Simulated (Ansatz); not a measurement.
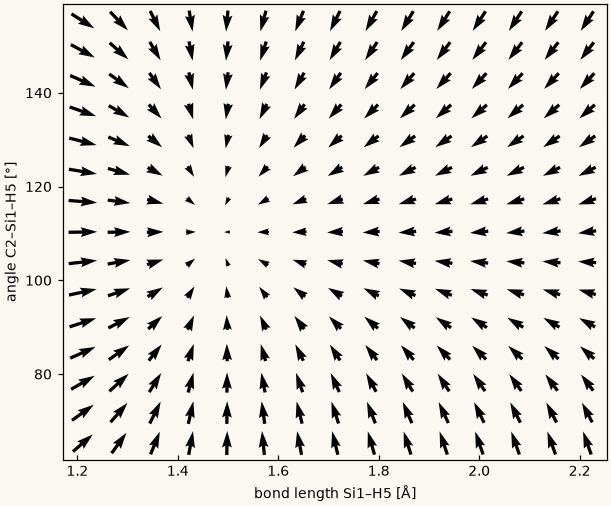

CH7SbSi, SMILES [SiH3][CH2][SbH2]. First axis: bond length Si1–H5. Second axis: angle C2–Si1–H5. Nothing is relaxed (all other coordinates rigid). The grid has 15 × 15 points. The reference is spin-restricted, which grows unreliable where a bond is stretched far. The calculation used Ansatz 0.2.0, RHF/def2-TZVP.

The picture shows arrows along the force (downhill), their lengths compressed.

### The arrows alone are given. Where is the energy lowest?

The arrows converge at about bond length Si1–H5 = 1.477 Å, angle C2–Si1–H5 = 110° (read from the interpolated surface).

The energy map of the same scan:

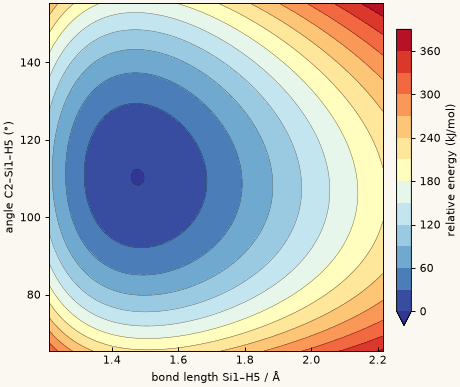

Energies are in kJ/mol, from the lowest grid point; between grid points the surface is interpolated.
